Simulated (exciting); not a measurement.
Consider SrCl2, space group Fm-3m.

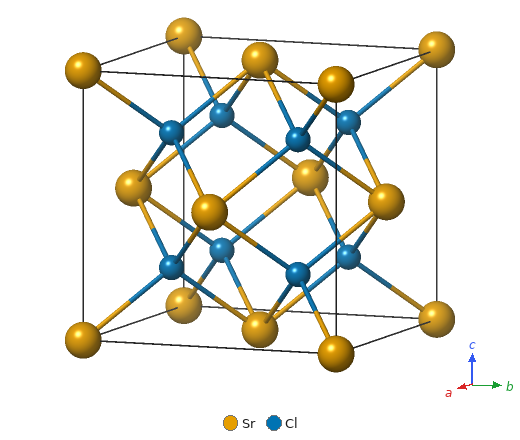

The structure (strontium orange, chlorine blue). Some periodic images of atoms are drawn too.

```cif
data_structure
_symmetry_space_group_name_H-M 'P 1'
_symmetry_Int_Tables_number 1
_cell_length_a 4.9333
_cell_length_b 4.9333
_cell_length_c 4.9333
_cell_angle_alpha 60.000
_cell_angle_beta 60.000
_cell_angle_gamma 60.000
_cell_volume 84.90
loop_
_atom_site_label
_atom_site_type_symbol
_atom_site_fract_x
_atom_site_fract_y
_atom_site_fract_z
_atom_site_occupancy
Sr1 Sr 0.00000 0.00000 0.00000 1
Cl2 Cl 0.75000 0.75000 0.75000 1
Cl3 Cl 0.25000 0.25000 0.25000 1
```

Absorber: atom 1, with 8 Cl at 3.02 Å (cubic, site symmetry m-3m). Method: exciting, all-electron LAPW+lo, PBE, exchange and screened direct term (singlet BSE), 3×3×3 shifted k points, 35 conduction bands, |G+q| up to 3 bohr⁻¹ (2 in the exchange term), full RPA screening with nempty = 63, Lorentzian half width 0.69 eV.

Q: Predict the Sr L₃ near-edge structure at this level.

Bound core exciton? Yes on this mesh: the first bright state (over 5 % of the brightest) lies at -3.83 eV from the Kohn–Sham onset and at -4.09 eV from the lowest bare transition of its own mesh. Maxima (height): -3.1 eV (1.00) and 13.7 eV (0.12).

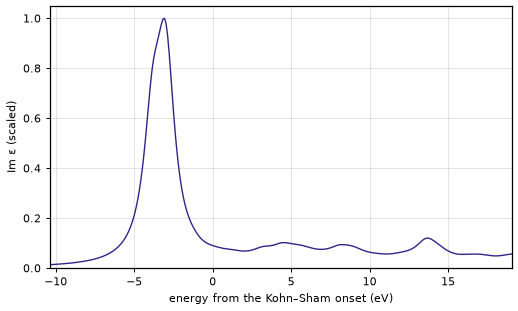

Energy from the Kohn–Sham onset, core level to the lowest empty state found on the meshes used; Im ε in relative units.

With 27 k points the binding energies are rough, and fine structure above the first lines is partly noise of the mesh. Exchange and the short-range direct term aren't converged in the kernel cutoff. The zero comes from the unshifted 3×3×3 ground-state mesh; it is exact only where the band minimum lies on that mesh. The conduction states carry no spin here, so the exchange coupling to the spinor core hole is only partly held. This core level is treated alone, with no coupling to its spin–orbit partner. The Kohn–Sham onset, 1892 eV, is no photon energy (tabulated edge of the element: 1940 eV): the scale needs a rigid shift. Bands and screening come from semilocal DFT, whose small gap overscreens. Vibrations and energy-dependent lifetimes are left out. The structure is a published determination, not relaxed.

[Banner, clock and machine lines of the logs are left out without a mark of their own.]

[Logs are printed without paths, hosts, clocks, repeated set-up lines and the standing remarks that a program may print on its own settings, such as how far it seeks lower states.]

[Hosts, paths, dates, database ids (printed as entryN), source tags and the programs' standing remarks are cut or masked in the printed files.]
